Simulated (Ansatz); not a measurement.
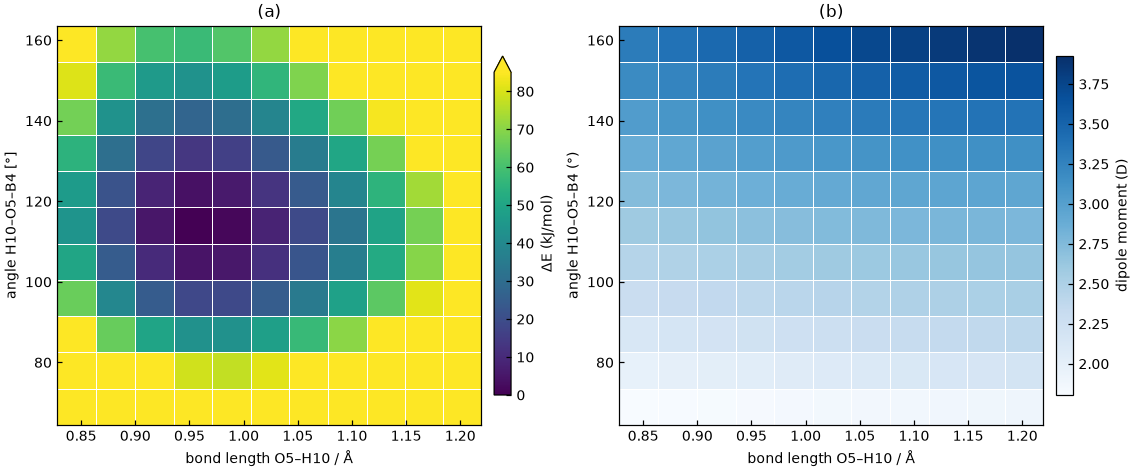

BClH5NOSi, SMILES N[SiH](Cl)BO. Coordinates scanned: (1) bond length O5–H10; (2) angle H10–O5–B4. Nothing is relaxed (all other coordinates rigid). The grid has 11 × 11 points. Energies are in kJ/mol, from the lowest grid point. The calculation used Ansatz 0.2.0, RKS PBE0-D4/def2-TZVP.

Panel (a) is the energy and panel (b) the computed dipole moment on the same grid.

The picture shows one coloured cell a grid point, one colour for all values above the top of the scale.

Question: How does the dipole moment vary over the map, and what is it at the lowest grid point?

Answer: Leaving out the highest fifth of the energies, it runs from 2.02 D at bond length O5–H10 = 0.918 Å, angle H10–O5–B4 = 78° to 3.79 D at bond length O5–H10 = 1.096 Å, angle H10–O5–B4 = 159°. At the lowest grid point, bond length O5–H10 = 0.953 Å, angle H10–O5–B4 = 114°, it is 2.69 D.

```
angle H10–O5–B4 ↓, bond length O5–H10 →  0.846  0.882  0.918  0.953  0.989  1.024  1.060  1.096  1.131  1.167  1.202
                                    159   3.31   3.38   3.46   3.53   3.60   3.66   3.73   3.79   3.84   3.89   3.93
                                    150   3.18   3.24   3.31   3.37   3.42   3.47   3.52   3.57   3.60   3.63   3.64
                                    141   3.04   3.09   3.14   3.19   3.24   3.28   3.31   3.34   3.36   3.37   3.38
                                    132   2.89   2.93   2.98   3.02   3.06   3.09   3.11   3.13   3.14   3.15   3.14
                                    123   2.74   2.78   2.82   2.85   2.88   2.91   2.93   2.94   2.95   2.95   2.94
                                    114   2.59   2.63   2.66   2.69   2.72   2.75   2.76   2.78   2.79   2.79   2.78
                                    105   2.45   2.48   2.51   2.54   2.57   2.59   2.61   2.63   2.64   2.65   2.65
                                     96   2.30   2.33   2.36   2.39   2.42   2.44   2.46   2.49   2.50   2.52   2.53
                                     87   2.14   2.17   2.20   2.22   2.25   2.28   2.30   2.33   2.35   2.37   2.39
                                     78   1.98   2.00   2.02   2.04   2.06   2.08   2.10   2.12   2.15   2.17   2.19
                                     69   1.80   1.82   1.83   1.84   1.85   1.86   1.86   1.87   1.88   1.89   1.91
```
